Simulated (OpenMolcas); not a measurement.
**C2HBF2 (SMILES C#CB(F)F), step by step**

We compute a single-point energy (HF/ANO-R0), then the energy (CASSCF(2,2)/ANO-R1), then an energy scan (CASPT2(2,2)/ANO-R1), then the energy along one coordinate (SC-NEVPT2(2,2)/ANO-R1), then the energy along one coordinate (MC-PDFT[tPBE](2,2)/ANO-R1) of C2HBF2. 

The calculation is run with OpenMolcas 26.06.

### 1 The structure to begin with

C2HBF2 has 6 atoms, charge 0, and is taken as a singlet. As SMILES, `C#CB(F)F`. The coordinates come from a PBE0-D4/def2-TZVP relaxation.

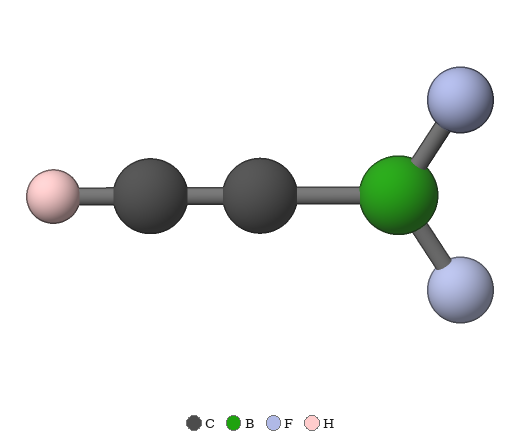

The structure, seen from a chosen angle (carbon dark grey, boron green, fluorine light blue, hydrogen pink).

### 2 A single-point energy at HF/ANO-R0 (sfX2C) (run 1)

geom.xyz

```xyz
6

C     -0.883700     0.450800     1.253400
C     -0.218600     0.106200     0.311700
B      0.622000    -0.329200    -0.878400
F      0.153600    -1.179500    -1.766600
F      1.841700     0.131700    -1.054100
H     -1.473000     0.756000     2.087900
```

step1.inp

```
&GATEWAY
  Coord=geom.xyz
  Basis=ANO-R0
  Group=NoSym

&SEWARD

&SCF
  PrOrbitals=0

&LOCALISATION
  Occupied
  Freeze
  Pipek-Mezey

&LOCALISATION
  FileOrb=$Project.LocOrb
  Virtual
  Pipek-Mezey
```

On the command line:

```bash
$ export MOLCAS_MEM=1860
$ pymolcas step1.inp > step1.log
```

Standard output:

```text
--- Start Module: gateway ---
[...]
--- Stop Module: gateway /rc=_RC_ALL_IS_WELL_ ---
[...]
      Basis functions           26
[...]
       Convergence after  12 Iterations
[...]
::    Total SCF energy                               -299.7521329236
[...]
      Total spin, S                                     0.0000000000
[...]
      Total electronic charge=   36.000000
      Total            charge=   -0.000000
[...]
      Dipole Moment (debye):
      Origin of the operator (angstrom)=    0.4059   -0.2173   -0.5725
                   X= -6.5788E-01               Y=  3.4117E-01               Z=  9.3219E-01           Total=  1.1909E+00
      Quadrupole Moment (debye*angstrom):
[...]
--- Start Module: localisation ---
[...]
--- Stop Module: localisation /rc=_RC_ALL_IS_WELL_ ---
--- Start Module: localisation ---
[...]
--- Stop Module: localisation /rc=_RC_ALL_IS_WELL_ ---
[...]
```

It took 4.2 s on 1 thread of Intel Xeon Platinum 8259CL at 2.50GHz (Skylake/Cascade Lake), shared host; peak memory 0.38 GiB.

### 3 The energy at CASSCF(2,2)/ANO-R1 (sfX2C, RICD fitting) (run 2)

geom.xyz is that of step 2.

step2.input

```
&GATEWAY
  Coord
  geom.xyz
  Basis
  ANO-R0
  Group
  NoSym

&SEWARD

&RASSCF
  FileOrb
  $CurrDir/step1.LocOrb
  Alter
  2
  1 9 18
  1 19 24
  Spin
  1
  Nactel
  2 0 0
  Inactive
  17
  Ras2
  2
  OrbListing
  Nothing
>>> COPY $Project.RunFile RUNFIL1
>>> COPY $Project.RasOrb INPORB

&GATEWAY
  Coord
  geom.xyz
  Basis
  ANO-R1
  Group
  NoSym
  RICD

&SEWARD
>>> COPY $Project.RunFile RUNFIL2

&EXPBAS

&RASSCF
  FileOrb
  $Project.ExpOrb
  Spin
  1
  Nactel
  2 0 0
  Inactive
  17
  Ras2
  2
  OrbListing
  Nothing
```

On the command line:

```bash
$ export MOLCAS_MEM=1860
$ pymolcas step2.input > step2.log
```

Standard output:

```text
--- Start Module: gateway ---
[...]
      Basis functions           26
[...]
      Number of active orbitals                  2
[...]
      Spin quantum number                      0.0
[...]
      Active orbitals                            2
[...]
      Number of CSFs                             3
[...]
      Number of root(s) required                 1
[...]
      Convergence after  9 iterations
[...]
      printout of CI-coefficients larger than  0.05 for root  1
      energy=    -299.760682
      conf/sym  11     Coeff  Weight
             1  20   0.99766 0.99532
             3  02  -0.06840 0.00468
      Natural orbitals and occupation numbers for root  1
      sym 1:   1.990643   0.009357
      ************************************************************************************************************************
      *                                                    Final results                                                     *
[...]
::    RASSCF root number  1 Total energy:   -299.76068151
[...]
      Basis functions           75
[...]
      Convergence after 13 iterations
[...]
      Natural orbitals and occupation numbers for root  1
      sym 1:   1.989866   0.010134
      ************************************************************************************************************************
      *                                                    Final results                                                     *
[...]
::    RASSCF root number  1 Total energy:   -300.27302126
[...]
      Total electronic charge=   36.000000
      Total            charge=   -0.000000
[...]
      Dipole Moment (debye):
      Origin of the operator (angstrom)=    0.4059   -0.2173   -0.5725
                   X= -1.2338E+00               Y=  6.3985E-01               Z=  1.7479E+00           Total=  2.2331E+00
      Quadrupole Moment (debye*angstrom):
[...]
```

Wall time 11 s (1 thread of Intel Xeon Platinum 8259CL at 2.50GHz (Skylake/Cascade Lake), shared host); peak memory 0.38 GiB.

### 4 An energy scan at CASPT2(2,2)/ANO-R1 (sfX2C, RICD fitting, ipea shift 0.25 Eh, pt2 variant SS) (run 3)

step3.inp

```
* C2HBF2 CASPT2
>>> COPY $CurrDir/step2.RasOrb $Project.RasOrb
>>> ForEach K in (1, 2, 3, 4, 5, 6, 7, 8, 9)

&GATEWAY
  COORD = $CurrDir/point$K.xyz
  BASIS = ANO-R1
  GROUP = NoSym
  RICD

&SEWARD

&RASSCF
  FILEORB = $Project.RasOrb
  SPIN = 1
  NACTEL = 2 0 0
  INACTIVE = 17
  RAS2 = 2
  ORBLISTING = Nothing

&CASPT2
  IMAGINARY = 0.2
  FROZEN = 5
>>> EndDo
```

On the command line:

```bash
$ export MOLCAS_MEM=1860
$ pymolcas step3.inp > step3.log
```

Standard output:

```text
[...]
      Basis functions           75
[...]
      Number of active orbitals                  2
[...]
      Spin quantum number                      0.0
[...]
      Active orbitals                            2
[...]
      Number of CSFs                             3
[...]
      Number of root(s) required                 1
[...]
      Convergence after 12 iterations
[...]
      printout of CI-coefficients larger than  0.05 for root  1
      energy=    -300.249894
      conf/sym  11     Coeff  Weight
             1  20   0.99847 0.99695
             3  02  -0.05522 0.00305
      Natural orbitals and occupation numbers for root  1
      sym 1:   1.993902   0.006098
      ************************************************************************************************************************
      *                                                    Final results                                                     *
[...]
::    RASSCF root number  1 Total energy:   -300.24989403
[...]
::    CASPT2 Root  1     Total energy:   -300.95645351
[...]
      Convergence after 11 iterations
[...]
      Natural orbitals and occupation numbers for root  1
      sym 1:   1.989856   0.010144
      ************************************************************************************************************************
      *                                                    Final results                                                     *
[...]
      Convergence after 10 iterations
[...]
      Convergence after 11 iterations
[...]
      Convergence after 10 iterations
[...]
::    RASSCF root number  1 Total energy:   -300.05993253
[...]
::    CASPT2 Root  1     Total energy:   -300.74684121
[...]
      Convergence after  8 iterations
[...]
::    RASSCF root number  1 Total energy:   -300.05556319
[...]
      Reference weight:           0.83049
[...]
::    CASPT2 Root  1     Total energy:   -300.73981082
[...]
```

Wall time 69 s (1 thread of Intel Xeon Platinum 8259CL at 2.50GHz (Skylake/Cascade Lake), shared host); peak memory 0.084 GiB.

The scan, from its lowest point:

| B3–C2 (Å) | energy (kJ/mol) |
| --- | --- |
| 1.369 | 52.5 |
| 1.521 | 0.0 |
| 1.673 | 23.3 |
| 1.901 | 116.4 |
| 2.205 | 262.5 |
| 2.585 | 416.7 |
| 3.041 | 536.6 |
| 3.650 | 602.9 |
| 4.562 | 621.3 |

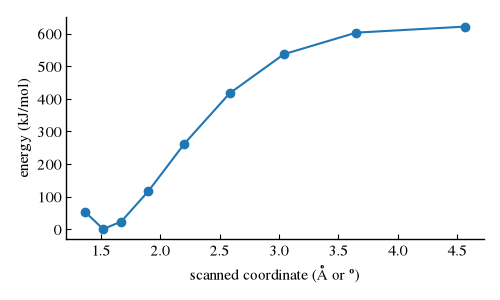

Energy along the scan.

### 5 An energy scan at SC-NEVPT2(2,2)/ANO-R1 (sfX2C, RICD fitting, pt2 variant SC-NEVPT2) (run 4)

step4.input

```
>>> COPY $CurrDir/step2.RasOrb $Project.RasOrb
>>> ForEach K in (1, 2, 3, 4, 5, 6, 7, 8, 9)

&GATEWAY
  Coord=$CurrDir/point$K.xyz
  Basis=ANO-R1
  Group=NoSym
  RICD

&SEWARD

&RASSCF
  FileOrb=$Project.RasOrb
  Spin=1
  Nactel=2 0 0
  Inactive=17
  Ras2=2
  OrbListing=Nothing

&CASPT2
  SC-NEVPT2
  Frozen=5
>>> EndDo
```

On the command line:

```bash
$ export MOLCAS_MEM=1860
$ pymolcas step4.input > step4.log
```

Standard output:

```text
--- Start Module: gateway ---
[...]
      Basis functions           75
[...]
      Number of active orbitals                  2
[...]
      Spin quantum number                      0.0
[...]
      Active orbitals                            2
[...]
      Number of CSFs                             3
[...]
      Number of root(s) required                 1
[...]
      Convergence after 12 iterations
[...]
      printout of CI-coefficients larger than  0.05 for root  1
      energy=    -300.249894
      conf/sym  11     Coeff  Weight
             1  20   0.99847 0.99695
             3  02  -0.05522 0.00305
      Natural orbitals and occupation numbers for root  1
      sym 1:   1.993902   0.006098
      ************************************************************************************************************************
      *                                                    Final results                                                     *
[...]
::    RASSCF root number  1 Total energy:   -300.24989403
[...]
::    SC-NEVPT2 Root  1     Total energy:   -300.95139556
[...]
      Convergence after 11 iterations
[...]
      Natural orbitals and occupation numbers for root  1
      sym 1:   1.989856   0.010144
      ************************************************************************************************************************
      *                                                    Final results                                                     *
[...]
      Convergence after 10 iterations
[...]
      Convergence after 11 iterations
[...]
      Convergence after 10 iterations
[...]
::    RASSCF root number  1 Total energy:   -300.05993253
[...]
::    SC-NEVPT2 Root  1     Total energy:   -300.74192667
[...]
      Convergence after  8 iterations
[...]
::    RASSCF root number  1 Total energy:   -300.05556319
[...]
::    SC-NEVPT2 Root  1     Total energy:   -300.73544139
[...]
```

It took 61 s on 1 thread of Intel Xeon Platinum 8259CL at 2.50GHz (Skylake/Cascade Lake), shared host; peak memory 0.084 GiB.

The scan, from its lowest point:

| B3–C2 (Å) | energy (kJ/mol) |
| --- | --- |
| 1.369 | 53.7 |
| 1.521 | 0.0 |
| 1.673 | 21.8 |
| 1.901 | 112.8 |
| 2.205 | 257.6 |
| 2.585 | 413.5 |
| 3.041 | 537.2 |
| 3.650 | 603.7 |
| 4.562 | 620.7 |

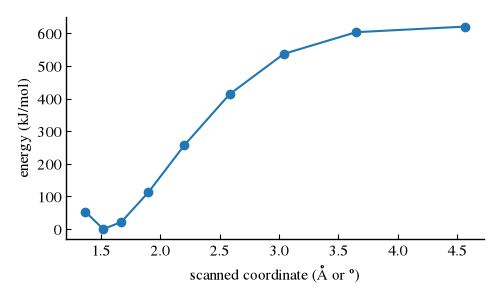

Energy along the scan.

### 6 An energy scan at MC-PDFT[tPBE](2,2)/ANO-R1 (sfX2C, RICD fitting) (run 5)

step5.inp

```
>>> COPY $CurrDir/step2.RasOrb $Project.RasOrb
>>> ForEach K in (1, 2, 3, 4, 5, 6, 7, 8, 9)
&gateway
coord=$CurrDir/point$K.xyz
basis=ANO-R1
group=NoSym
ricd
&seward
&rasscf
fileorb=$Project.RasOrb
spin=1
nactel=2 0 0
inactive=17
ras2=2
orblisting=Nothing
&mcpdft
ksdft=T:PBE
>>> EndDo
```

On the command line:

```bash
$ export MOLCAS_MEM=1860
$ pymolcas step5.inp > step5.log
```

Standard output:

```text
--- Start Module: gateway ---
[...]
      Basis functions           75
[...]
      Number of active orbitals                  2
[...]
      Spin quantum number                      0.0
[...]
      Active orbitals                            2
[...]
      Number of CSFs                             3
[...]
      Number of root(s) required                 1
[...]
      Convergence after 12 iterations
[...]
      printout of CI-coefficients larger than  0.05 for root  1
      energy=    -300.249894
      conf/sym  11     Coeff  Weight
             1  20   0.99847 0.99695
             3  02  -0.05522 0.00305
      Natural orbitals and occupation numbers for root  1
      sym 1:   1.993902   0.006098
      ************************************************************************************************************************
      *                                                    Final results                                                     *
[...]
::    RASSCF root number  1 Total energy:   -300.24989403
[...]
::    MCPDFT root number  1 Total energy:   -301.32133078
[...]
      Convergence after 11 iterations
[...]
      Natural orbitals and occupation numbers for root  1
      sym 1:   1.989856   0.010144
      ************************************************************************************************************************
      *                                                    Final results                                                     *
[...]
      Convergence after 10 iterations
[...]
      Convergence after 11 iterations
[...]
      Convergence after 10 iterations
[...]
::    RASSCF root number  1 Total energy:   -300.05993253
[...]
::    MCPDFT root number  1 Total energy:   -301.09860519
[...]
      Convergence after  8 iterations
[...]
::    RASSCF root number  1 Total energy:   -300.05556319
[...]
::    MCPDFT root number  1 Total energy:   -301.09130325
[...]
```

Wall time 67 s (1 thread of Intel Xeon Platinum 8259CL at 2.50GHz (Skylake/Cascade Lake), shared host); peak memory 0.084 GiB.

The scan, from its lowest point:

| B3–C2 (Å) | energy (kJ/mol) |
| --- | --- |
| 1.369 | 48.7 |
| 1.521 | 0.0 |
| 1.673 | 24.3 |
| 1.901 | 116.9 |
| 2.205 | 262.5 |
| 2.585 | 420.5 |
| 3.041 | 553.9 |
| 3.650 | 633.5 |
| 4.562 | 652.7 |

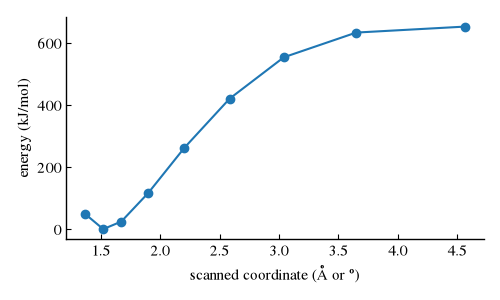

Energy along the scan.

### 7 Outcome

| quantity | value |
| --- | --- |
| run 1, HF/ANO-R0: total energy | -299.75213 Eh |
| run 1, HF/ANO-R0: dipole moment | 1.19 D |
| run 1, HF/ANO-R0: HOMO energy | -12.36 eV |
| run 1, HF/ANO-R0: LUMO energy | 2.92 eV |
| run 1, HF/ANO-R0: HOMO–LUMO gap | 15.28 eV |
| run 2, CASSCF(2,2)/ANO-R1: total energy | -300.27302 Eh |
| run 2, CASSCF(2,2)/ANO-R1: dipole moment (CASSCF density) | 2.23 D |
| run 3, CASPT2(2,2)/ANO-R1: lowest energy of the scan | -300.97646 Eh |
| run 4, SC-NEVPT2(2,2)/ANO-R1: lowest energy of the scan | -300.97186 Eh |
| run 5, MC-PDFT[tPBE](2,2)/ANO-R1: lowest energy of the scan | -301.33989 Eh |

Mulliken charges (run 2, CASSCF(2,2)/ANO-R1) run from -0.24 on F4 to +0.36 on B3; they depend strongly on the basis.
